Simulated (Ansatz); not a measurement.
**Si$_{4}$H$_{9}$F: geometry relaxation (part 2 of 2)**

Si$_{4}$H$_{9}$F; RKS B3LYP-D4/STO-3G (Ansatz 0.2.0). It belongs to a series of runs on one base structure; here: start relaxed.

Geometry of the input (Å):
```
Si 0.0000  0.0000  0.0000
F  0.0000  0.0000  1.5900
Si 2.0935  0.0000  -0.7393
H  2.5508  -1.3762  -0.9079
H  2.1573  0.6939  -2.0222
H  2.9510  0.6823  0.2255
Si -1.0456  1.8115  -0.7393
H  -2.4302  1.4780  -1.0607
H  -1.0215  2.8436  0.2931
H  -0.3743  2.3069  -1.9374
Si -1.0456  -1.8115  -0.7393
H  -1.7029  -2.4846  0.3772
H  -2.0454  -1.4265  -1.7311
H  -0.0777  -2.7173  -1.3511
```

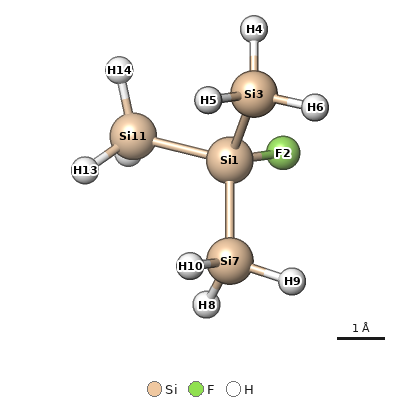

*The geometry at step 12 of the log (ball-and-stick view, seen at a tilt; atoms are numbered from 1 in the order of the input).*

### Trajectory as extended XYZ, continued
```
14
Properties=species:S:1:pos:R:3:forces:R:3 step=5 energy=-33971.52409
Si   -0.0047   -0.0222   -0.0059   -0.0029  -0.0181   0.3452
F    -0.0196   -0.0770    1.6723   -0.0004   0.0096  -0.3269
Si    2.1553    0.0110   -0.7196    0.0932   0.0015  -0.0238
H     2.7453   -1.3133   -0.7073   -0.0289   0.1126   0.0044
H     2.2213    0.5083   -2.0794    0.0108  -0.0425   0.0932
H     2.9768    0.8740    0.1067   -0.0522  -0.0667  -0.0797
Si   -1.0743    1.8661   -0.6923   -0.0451   0.0575  -0.0099
H    -2.5002    1.6532   -0.8383    0.0910   0.0305   0.0180
H    -0.8803    2.9563    0.2421   -0.0151  -0.0532  -0.0699
H    -0.5616    2.2909   -1.9787   -0.0411  -0.0134   0.0665
Si   -1.0753   -1.8696   -0.7985   -0.0098   0.0079   0.0014
H    -1.8292   -2.5229    0.2479   -0.0050  -0.0048  -0.0139
H    -2.0003   -1.5207   -1.8532    0.0054  -0.0055  -0.0023
H    -0.1441   -2.8338   -1.3382    0.0001  -0.0153  -0.0021
14
Properties=species:S:1:pos:R:3:forces:R:3 step=6 energy=-33971.52706
Si   -0.0050   -0.0234   -0.0060   -0.0011  -0.0240   0.2405
F    -0.0209   -0.0826    1.6680    0.0006   0.0093  -0.2055
Si    2.1560    0.0104   -0.7181    0.0848   0.0104  -0.0238
H     2.7555   -1.3083   -0.6868   -0.0304   0.0861   0.0040
H     2.2225    0.4890   -2.0837    0.0054  -0.0348   0.0735
H     2.9728    0.8884    0.0954   -0.0455  -0.0515  -0.0621
Si   -1.0757    1.8666   -0.6874   -0.0382   0.0544  -0.0124
H    -2.5040    1.6612   -0.8125    0.0744   0.0198   0.0138
H    -0.8656    2.9614    0.2372   -0.0079  -0.0471  -0.0543
H    -0.5798    2.2840   -1.9821   -0.0329  -0.0148   0.0539
Si   -1.0747   -1.8702   -0.8028   -0.0103   0.0131  -0.0149
H    -1.8410   -2.5210    0.2364   -0.0013   0.0019  -0.0132
H    -1.9885   -1.5170   -1.8660    0.0062  -0.0132   0.0001
H    -0.1423   -2.8383   -1.3342   -0.0039  -0.0098   0.0004
14
Properties=species:S:1:pos:R:3:forces:R:3 step=7 energy=-33971.53278
Si   -0.0057   -0.0332   -0.0024   -0.0103   0.0306  -0.1265
F    -0.0251   -0.1128    1.6605   -0.0102  -0.0280   0.1066
Si    2.1580    0.0158   -0.7097    0.1193  -0.0049  -0.0397
H     2.7960   -1.2794   -0.5665   -0.0496   0.1328  -0.0180
H     2.2177    0.3826   -2.1122   -0.0020  -0.0429   0.1307
H     2.9473    0.9823    0.0310   -0.0789  -0.0890  -0.0794
Si   -1.0796    1.8657   -0.6579   -0.0736   0.1055  -0.0233
H    -2.5221    1.6996   -0.6595    0.1659   0.0245   0.0003
H    -0.7648    2.9817    0.2148   -0.0312  -0.0993  -0.1011
H    -0.6783    2.2321   -2.0033   -0.0497  -0.0346   0.1295
Si   -1.0720   -1.8663   -0.8408   -0.0241  -0.0493   0.0011
H    -1.9053   -2.4854    0.1690    0.0289   0.0200  -0.0614
H    -1.9248   -1.5186   -1.9589    0.0576   0.0011   0.0608
H    -0.1319   -2.8639   -1.3067   -0.0422   0.0334   0.0204
14
Properties=species:S:1:pos:R:3:forces:R:3 step=8 energy=-33971.53648
Si   -0.0062   -0.0367    0.0015    0.0056  -0.0499  -0.0335
F    -0.0314   -0.1394    1.6643    0.0120   0.0188   0.0728
Si    2.1561    0.0165   -0.7086    0.0915   0.0221  -0.0151
H     2.8184   -1.2604   -0.5273   -0.0497   0.1033  -0.0126
H     2.2073    0.3410   -2.1205    0.0018  -0.0299   0.1021
H     2.9256    1.0200    0.0010   -0.0496  -0.0787  -0.0702
Si   -1.0777    1.8656   -0.6466   -0.0754   0.0732  -0.0239
H    -2.5194    1.7118   -0.6007    0.1312   0.0264  -0.0034
H    -0.7269    2.9950    0.1929   -0.0231  -0.0927  -0.0755
H    -0.7165    2.2030   -2.0098   -0.0356  -0.0277   0.1086
Si   -1.0674   -1.8679   -0.8455   -0.0611   0.0213  -0.0721
H    -1.9408   -2.4808    0.1339    0.0420   0.0382  -0.0477
H    -1.8805   -1.4907   -1.9836    0.0405  -0.0542   0.0523
H    -0.1313   -2.8767   -1.2935   -0.0301   0.0298   0.0183
14
Properties=species:S:1:pos:R:3:forces:R:3 step=9 energy=-33971.54193
Si   -0.0049   -0.0479    0.0136   -0.0250  -0.0055   0.0544
F    -0.0275   -0.1635    1.6789   -0.0029   0.0019  -0.0513
Si    2.1546    0.0217   -0.7008    0.0893   0.0271  -0.0196
H     2.8509   -1.2254   -0.4642   -0.0438   0.0496  -0.0009
H     2.1910    0.2760   -2.1252   -0.0024  -0.0142   0.0450
H     2.9085    1.0756   -0.0526   -0.0559  -0.0573  -0.0342
Si   -1.0800    1.8542   -0.6249   -0.0097   0.1111  -0.0146
H    -2.5187    1.7386   -0.5083    0.0704  -0.0087   0.0054
H    -0.6658    2.9990    0.1608   -0.0227  -0.0717  -0.0474
H    -0.7791    2.1483   -2.0109   -0.0209  -0.0225   0.0696
Si   -1.0689   -1.8586   -0.8701   -0.0684  -0.0286  -0.0318
H    -1.9935   -2.4509    0.0755    0.0549   0.0452  -0.0586
H    -1.8274   -1.4830   -2.0469    0.0612  -0.0270   0.0805
H    -0.1297   -2.8841   -1.2674   -0.0241   0.0008   0.0033
14
Properties=species:S:1:pos:R:3:forces:R:3 step=10 energy=-33971.54351
Si   -0.0057   -0.0568    0.0218    0.0471   0.0350   0.0209
F    -0.0281   -0.1898    1.6871   -0.0024  -0.0129  -0.1100
Si    2.1492    0.0311   -0.7014    0.0995  -0.0018   0.0436
H     2.8641   -1.1891   -0.3883   -0.0163   0.0764  -0.0286
H     2.1853    0.2046   -2.1386   -0.0086  -0.0117   0.0677
H     2.8756    1.1366   -0.1080   -0.0507  -0.0854  -0.0525
Si   -1.0756    1.8523   -0.6002   -0.0756   0.0771  -0.0262
H    -2.5061    1.7508   -0.3917    0.0883   0.0370  -0.0180
H    -0.6010    3.0133    0.1279   -0.0349  -0.1054  -0.0599
H    -0.8553    2.0997   -2.0121   -0.0233  -0.0178   0.1195
Si   -1.0578   -1.8557   -0.8986   -0.1755  -0.0499   0.0092
H    -2.0464   -2.4006    0.0135    0.0900   0.0409  -0.1094
H    -1.7501   -1.4749   -2.1160    0.0807  -0.0323   0.1190
H    -0.1387   -2.9214   -1.2378   -0.0183   0.0510   0.0247
14
Properties=species:S:1:pos:R:3:forces:R:3 step=11 energy=-33971.54667
Si   -0.0044   -0.0569    0.0195   -0.0271  -0.0319   0.0533
F    -0.0289   -0.2042    1.6821    0.0025   0.0126  -0.0483
Si    2.1525    0.0296   -0.6986    0.0600   0.0214  -0.0281
H     2.8852   -1.1759   -0.3722   -0.0367   0.0570  -0.0115
H     2.1760    0.1797   -2.1386    0.0136  -0.0083   0.0637
H     2.8692    1.1526   -0.1296   -0.0387  -0.0643  -0.0344
Si   -1.0832    1.8503   -0.5927   -0.0208   0.0913  -0.0227
H    -2.5108    1.7756   -0.3562    0.0930  -0.0005  -0.0072
H    -0.5755    3.0062    0.1189   -0.0414  -0.0667  -0.0553
H    -0.8870    2.0860   -2.0092   -0.0196  -0.0075   0.0983
Si   -1.0603   -1.8535   -0.9006   -0.0641  -0.0612  -0.0428
H    -2.0769   -2.3919   -0.0183    0.0758   0.0494  -0.0639
H    -1.7128   -1.4747   -2.1382    0.0493  -0.0303   0.0810
H    -0.1338   -2.9227   -1.2087   -0.0459   0.0390   0.0179
14
Properties=species:S:1:pos:R:3:forces:R:3 step=12 energy=-33971.55002
Si   -0.0039   -0.0594    0.0141   -0.0004  -0.0008  -0.0008
F    -0.0216   -0.2097    1.6753    0.0005  -0.0013  -0.0048
Si    2.1525    0.0325   -0.7066   -0.0002  -0.0003  -0.0023
H     2.8867   -1.1651   -0.3664   -0.0015   0.0020  -0.0001
H     2.1845    0.1696   -2.1453   -0.0008  -0.0018   0.0035
H     2.8627    1.1596   -0.1457   -0.0027  -0.0003  -0.0024
Si   -1.0865    1.8517   -0.5814    0.0017   0.0008  -0.0012
H    -2.5055    1.7775   -0.3163    0.0015  -0.0014   0.0032
H    -0.5674    3.0060    0.1166    0.0005  -0.0010  -0.0012
H    -0.9201    2.0880   -1.9979   -0.0033  -0.0016   0.0059
Si   -1.0578   -1.8561   -0.9074    0.0009   0.0032  -0.0011
H    -2.1140   -2.3498   -0.0530   -0.0031   0.0051  -0.0037
H    -1.6543   -1.4946   -2.1736    0.0060  -0.0009  -0.0013
H    -0.1459   -2.9499   -1.1550    0.0009  -0.0017   0.0064
14
Properties=species:S:1:pos:R:3:forces:R:3 step=13 energy=-33971.55181
Si   -0.0027   -0.0644    0.0112    0.0135   0.0172  -0.0313
F    -0.0131   -0.2289    1.6702   -0.0021  -0.0063   0.0253
Si    2.1517    0.0372   -0.7145   -0.0181  -0.0113   0.0002
H     2.9000   -1.1409   -0.3401    0.0064  -0.0030  -0.0016
H     2.1828    0.1340   -2.1562   -0.0005   0.0002  -0.0035
H     2.8466    1.1881   -0.1852    0.0070   0.0118   0.0026
Si   -1.0914    1.8509   -0.5601   -0.0162  -0.0274  -0.0049
H    -2.4988    1.7884   -0.2348    0.0098   0.0066  -0.0043
H    -0.5355    3.0067    0.1052    0.0047   0.0099   0.0045
H    -0.9821    2.0725   -1.9846   -0.0030  -0.0004   0.0089
Si   -1.0532   -1.8560   -0.9225   -0.0339  -0.0661  -0.0255
H    -2.1811   -2.2850   -0.1195    0.0724   0.0218  -0.0714
H    -1.5546   -1.5149   -2.2391    0.0405  -0.0343   0.0918
H    -0.1592   -2.9875   -1.0724   -0.0804   0.0813   0.0093
14
Properties=species:S:1:pos:R:3:forces:R:3 step=14 energy=-33971.55287
Si   -0.0008   -0.0651    0.0111    0.0128   0.0059  -0.0215
F    -0.0083   -0.2338    1.6696    0.0009  -0.0039   0.0299
Si    2.1520    0.0393   -0.7188   -0.0171  -0.0049  -0.0033
H     2.9061   -1.1335   -0.3400    0.0059  -0.0082   0.0027
H     2.1806    0.1285   -2.1608   -0.0029   0.0003  -0.0097
H     2.8435    1.1958   -0.1977    0.0079   0.0136   0.0061
Si   -1.0937    1.8501   -0.5521   -0.0163  -0.0225  -0.0058
H    -2.4969    1.7912   -0.2102    0.0022   0.0020  -0.0003
H    -0.5287    3.0069    0.1036    0.0089   0.0104   0.0078
H    -1.0019    2.0694   -1.9778    0.0010  -0.0019  -0.0010
Si   -1.0508   -1.8561   -0.9236   -0.0542  -0.0855  -0.0540
H    -2.2093   -2.2597   -0.1519    0.0757   0.0315  -0.0565
H    -1.5085   -1.5276   -2.2591    0.0372  -0.0245   0.0910
H    -0.1741   -3.0053   -1.0349   -0.0621   0.0879   0.0146
14
Properties=species:S:1:pos:R:3:forces:R:3 step=15 energy=-33971.55431
Si    0.0016   -0.0672    0.0118   -0.0051   0.0085  -0.0256
F     0.0017   -0.2410    1.6702   -0.0014  -0.0063   0.0190
Si    2.1509    0.0421   -0.7271   -0.0153   0.0019   0.0023
H     2.9099   -1.1265   -0.3450    0.0076  -0.0065   0.0008
H     2.1738    0.1246   -2.1696   -0.0020  -0.0002  -0.0100
H     2.8401    1.2039   -0.2137    0.0050   0.0057   0.0028
Si   -1.0986    1.8464   -0.5407    0.0095  -0.0047   0.0132
H    -2.4960    1.7923   -0.1762   -0.0039  -0.0007   0.0002
H    -0.5188    3.0019    0.1050   -0.0022   0.0101  -0.0016
H    -1.0281    2.0629   -1.9678    0.0004  -0.0013  -0.0063
Si   -1.0492   -1.8544   -0.9280   -0.0386  -0.0766  -0.0387
H    -2.2508   -2.2130   -0.2015    0.0779   0.0231  -0.0544
H    -1.4361   -1.5508   -2.2914    0.0323  -0.0175   0.0948
H    -0.1911   -3.0212   -0.9684   -0.0642   0.0643   0.0035
14
Properties=species:S:1:pos:R:3:forces:R:3 step=16 energy=-33971.55490
Si    0.0051   -0.0687    0.0149    0.0147  -0.0303   0.0501
F     0.0116   -0.2531    1.6727    0.0048   0.0108   0.0049
Si    2.1500    0.0452   -0.7351    0.0002   0.0168  -0.0139
H     2.9191   -1.1193   -0.3589   -0.0063  -0.0011   0.0019
H     2.1584    0.1254   -2.1784    0.0067   0.0004   0.0006
H     2.8392    1.2113   -0.2301   -0.0033  -0.0058  -0.0023
Si   -1.1014    1.8442   -0.5264   -0.0101   0.0065  -0.0143
H    -2.4946    1.7885   -0.1453    0.0036  -0.0004   0.0002
H    -0.5191    3.0091    0.1017    0.0030  -0.0200  -0.0015
H    -1.0492    2.0486   -1.9564   -0.0031   0.0053   0.0024
Si   -1.0437   -1.8556   -0.9265   -0.0954  -0.0550  -0.0931
H    -2.2953   -2.1614   -0.2594    0.1209   0.0303  -0.0674
H    -1.3469   -1.5632   -2.3149    0.0233  -0.0512   0.1269
H    -0.2238   -3.0509   -0.9003   -0.0590   0.0938   0.0054
14
Properties=species:S:1:pos:R:3:forces:R:3 step=17 energy=-33971.55591
Si    0.0073   -0.0704    0.0189   -0.0070   0.0112  -0.0264
F     0.0182   -0.2514    1.6772   -0.0007  -0.0046  -0.0189
Si    2.1487    0.0488   -0.7403    0.0136  -0.0046   0.0062
H     2.9160   -1.1175   -0.3658    0.0016   0.0032  -0.0024
H     2.1589    0.1312   -2.1835   -0.0090   0.0001   0.0051
H     2.8399    1.2127   -0.2333   -0.0046  -0.0032  -0.0002
Si   -1.1028    1.8400   -0.5237   -0.0041   0.0204   0.0169
H    -2.4945    1.7851   -0.1366    0.0060   0.0005  -0.0013
H    -0.5152    3.0004    0.1074   -0.0069  -0.0048  -0.0068
H    -1.0570    2.0518   -1.9531    0.0047  -0.0090   0.0073
Si   -1.0439   -1.8519   -0.9302   -0.0666  -0.1020  -0.0317
H    -2.3085   -2.1395   -0.2826    0.0905   0.0263  -0.0476
H    -1.3218   -1.5862   -2.3278    0.0316  -0.0049   0.1018
H    -0.2359   -3.0530   -0.8690   -0.0491   0.0715  -0.0021
14
Properties=species:S:1:pos:R:3:forces:R:3 step=18 energy=-33971.55707
Si    0.0070   -0.0716    0.0166    0.0006   0.0022  -0.0013
F     0.0213   -0.2560    1.6742    0.0003  -0.0014   0.0019
Si    2.1477    0.0499   -0.7441    0.0014  -0.0003  -0.0014
H     2.9174   -1.1166   -0.3758    0.0004   0.0000  -0.0009
H     2.1526    0.1374   -2.1869   -0.0002   0.0006  -0.0005
H     2.8384    1.2130   -0.2350   -0.0008  -0.0001   0.0001
Si   -1.1040    1.8405   -0.5187   -0.0013  -0.0002  -0.0006
H    -2.4946    1.7859   -0.1284   -0.0004  -0.0001   0.0010
H    -0.5151    3.0016    0.1091    0.0006  -0.0012   0.0003
H    -1.0610    2.0496   -1.9483   -0.0003  -0.0003   0.0003
Si   -1.0431   -1.8551   -0.9292   -0.0005  -0.0002  -0.0004
H    -2.3192   -2.1209   -0.3048   -0.0013   0.0014  -0.0025
H    -1.2885   -1.5975   -2.3302    0.0034  -0.0010   0.0009
H    -0.2496   -3.0600   -0.8411   -0.0018   0.0004   0.0029
14
Properties=species:S:1:pos:R:3:forces:R:3 step=19 energy=-33971.55747
Si    0.0081   -0.0728    0.0168   -0.0019  -0.0051   0.0039
F     0.0266   -0.2608    1.6740    0.0005   0.0026   0.0032
Si    2.1468    0.0518   -0.7493   -0.0020   0.0035  -0.0035
H     2.9200   -1.1143   -0.3867   -0.0022   0.0001   0.0001
H     2.1466    0.1433   -2.1918    0.0018   0.0006   0.0000
H     2.8367    1.2149   -0.2392    0.0015  -0.0003  -0.0004
Si   -1.1061    1.8390   -0.5130    0.0037  -0.0018   0.0001
H    -2.4944    1.7857   -0.1146    0.0004  -0.0009   0.0010
H    -0.5122    2.9996    0.1109   -0.0009   0.0017  -0.0004
H    -1.0709    2.0470   -1.9429   -0.0012   0.0009   0.0008
Si   -1.0420   -1.8559   -0.9292    0.0025   0.0009  -0.0048
H    -2.3384   -2.0950   -0.3355    0.0087   0.0007  -0.0083
H    -1.2452   -1.6132   -2.3400    0.0008  -0.0097   0.0097
H    -0.2664   -3.0693   -0.8021   -0.0117   0.0068  -0.0016
```

### Results in brief

```csv
quantity,value
outcome,converged
total energy,−33971.5577 eV
mean-field energy,−33970.9221 eV
largest force (length of the vector) at the end,0.014 eV/Å
hardware,"1 thread of Arm Neoverse V1, 24 GiB of memory available, shared host"
wall time,69 s
peak memory,0.14 GiB
```
